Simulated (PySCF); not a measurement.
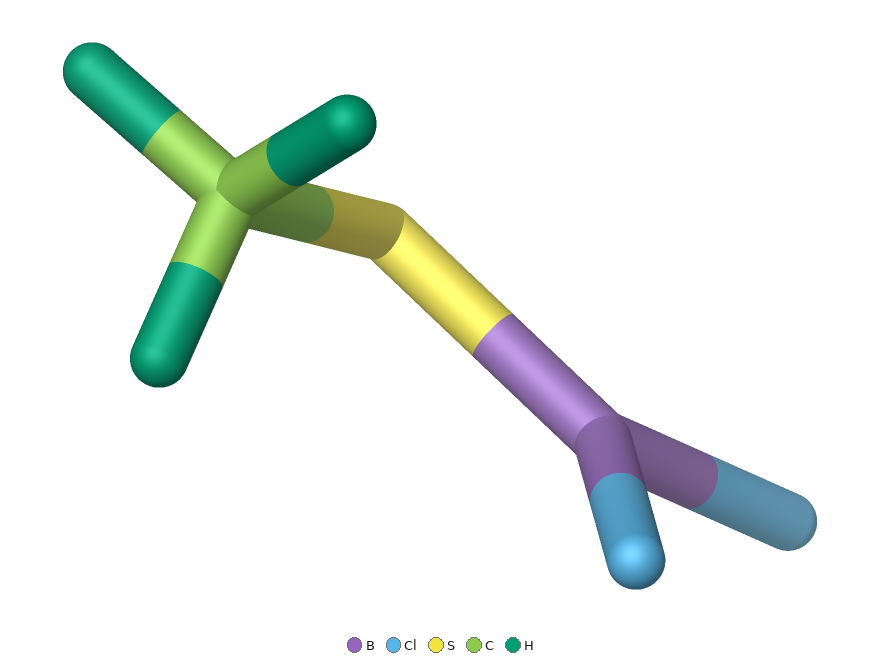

The picture shows a molecular structure as a stick model.

Computed geometry: PBE0-D3(BJ)/def2-SVP optimisation. No frequency run is at hand to confirm it as a minimum.

**Give the formula.**

CH₃BCl₂S, 8 atoms: 1 carbon, 3 hydrogen, 1 boron, 2 chlorine and 1 sulfur.

**Write the SMILES.**

CSB(Cl)Cl

**How many bonds of each kind are drawn?**

3 C–H, 2 B–Cl, 1 C–S, 1 B–S.

**Does it have rings?**

It has no ring.

More results for the same structure follow; atom numbers are the same in all pictures, views and colours differ.

**Shape**

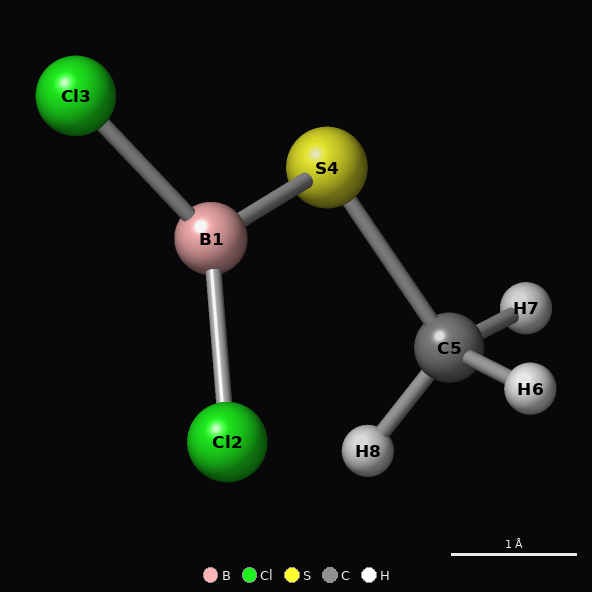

Atoms carry their numbers in the input. No frequency run is at hand to confirm it as a minimum.

Give the bond lengths.

```tsv
bond	length (Å)	order
B1–Cl2	1.755	single
B1–Cl3	1.753	single
B1–S4	1.782	single
S4–C5	1.814	single
C5–H6	1.097	single
C5–H7	1.098	single
C5–H8	1.098	single
```

**Core levels**

No frequency run is at hand to confirm it as a minimum. Properties computed with delta-SCF UKS SCAN, pcX-2 on the ionised atom (unc-x2c-TZVPall on a metal), pcseg-1 elsewhere, spin-free X2C (PySCF 2.14.0).

Give the core-electron binding energies (to vacuum; p and d levels without spin–orbit splitting) of B1 1s, Cl2 1s, Cl2 2p, S4 1s, S4 2p, C5 1s.

```tsv
atom	level	binding energy (eV)
B1	1s	198.3
Cl2	1s	2829.1
Cl2	2p	207.1
S4	1s	2477.6
S4	2p	170.1
C5	1s	291.8
```

**Excitation**

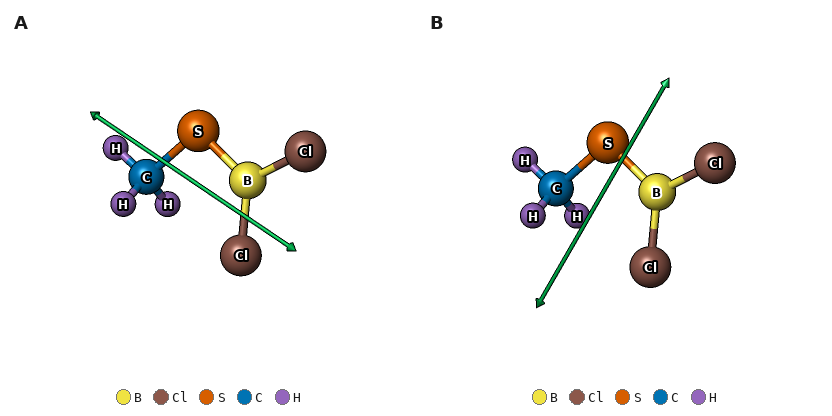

The double arrows show the directions of two transition dipoles from the ground state (lengths mean nothing). No frequency run is at hand to confirm it as a minimum. Level of theory: TDDFT ωB97X-D/def2-SVPD, vertical, gas phase, core orbitals frozen in the response (PySCF 2.14.0).

**One belongs to singlet state 1 and one to singlet state 6. Which is which?**

A: state 1, 5.88 eV (211 nm), oscillator strength 0.20, mainly HOMO → LUMO (weight 0.96).
B: state 6, 7.44 eV (167 nm), oscillator strength 0.11, mainly HOMO−3 → LUMO (weight 0.94).

**NMR shielding**

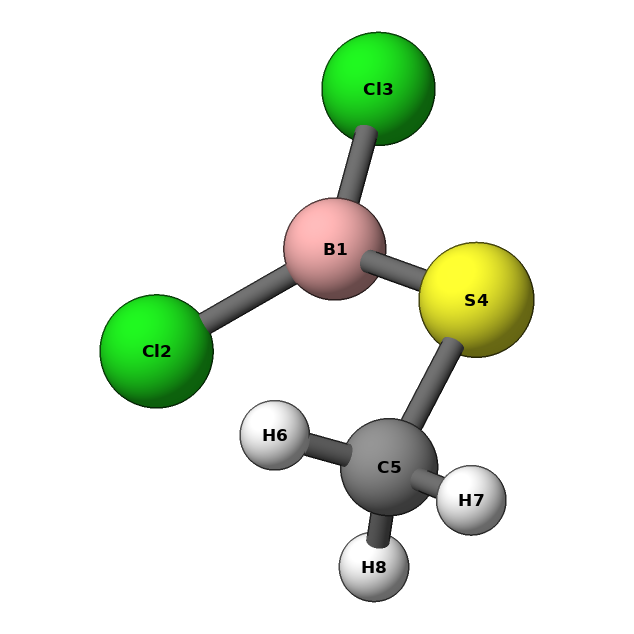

No frequency run is at hand to confirm it as a minimum. Properties computed with GIAO PBE0/pcSseg-1 NMR shielding, non-relativistic, gas phase (PySCF 2.14.0). Principal shieldings σ11 ≤ σ22 ≤ σ33, span Ω = σ33 − σ11, skew κ = 3(σiso − σ22)/Ω.

Give the shielding tensors of the C atoms.

```csv
atom,σ11,σ22,σ33,σiso,Ω,κ
C5,153.7,160.4,183.3,165.8,29.6,0.54
```

Shieldings and span in ppm.

**Polarisability**

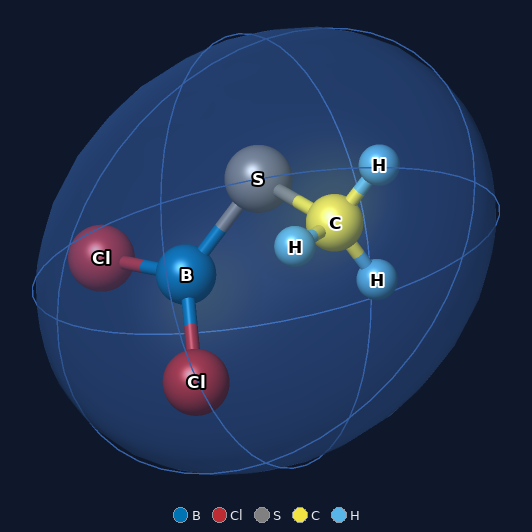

The ellipsoid shows the static dipole polarisability: its half-axes are proportional to the principal values. No frequency run is at hand to confirm it as a minimum. Method: ωB97X-D/def2-SVPD (PySCF 2.14.0).

**Give the principal values, the mean and the anisotropy.**

Principal values 54.1, 76.9, 91.9 bohr³; mean 74.3 bohr³ (11.01 Å³); anisotropy 33.0 bohr³, so the longest axis is 1.70 times the shortest.
